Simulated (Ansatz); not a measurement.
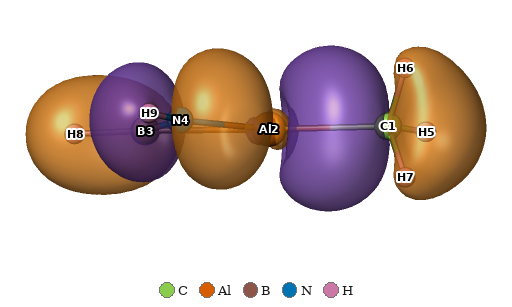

Figure 1: CH5AlBN (SMILES [CH3][Al]1[BH][NH]1). The HOMO−1 at ±0.08 Å⁻³ᐟ² (orange and purple are the two phases), seen from one side.

Geometry: PBE0-D4/def2-TZVP.

The calculation used RKS PBE0-D4/def2-TZVPP in Ansatz.

```xyz
9

C    -0.5507    1.3435   -1.1814
Al    0.0534   -0.3111   -0.3518
B     0.6685   -1.8964    0.6920
N     0.4018   -0.7073    1.3850
H    -0.6943    1.2421   -2.2586
H    -1.4979    1.6663   -0.7393
H     0.1792    2.1402   -1.0091
H     1.0405   -2.9685    1.0628
H     0.4881   -0.5551    2.3834
```

> What is the character of this orbital?

It lies mainly on N4 (about 30 %), C1 (about 25 %), Al2 (about 15 %), B3 (about 10 %) and H8 (about 5 %). Its energy is −8.59 eV.
